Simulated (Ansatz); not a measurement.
Calculation: PBE (plane waves to 420 eV, PAW; Ansatz, an electronic-structure program).

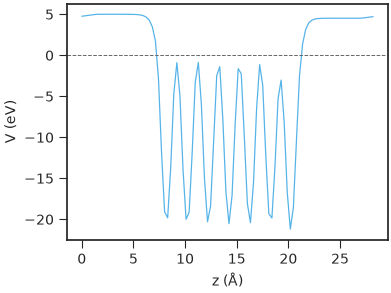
Electrostatic potential energy of an electron, averaged over planes parallel to the surface, in eV from the Fermi level, for a constructed model of the (0001) surface of hcp Co, ferromagnetic, a pseudomorphic layer of Si in the other hollow (bottom of the slab: a bare face, its two planes held)

Model: 7-atom slab, 12.1 Å thick at the start with caps and adatoms (thin: gaps and levels are the slab's own), 17x17x1 mesh, Fermi-Dirac 0.1 eV, dipole correction, 2 atoms held, the rest relaxed; symmetry of the start imposed; spin-polarised, ending with about 9.3 μB a cell; orders that need a larger cell were not tried, no spin-orbit, no U. In PBE it is, or lies within 0.01 eV a 1x1 cell of, the lowest of the 2 structures of its composition computed so far; subsurface sites and larger cells were not tried.

The vacuum level lies 4.52 eV above the Fermi level over the top face and 5.00 eV above it under the bottom face.
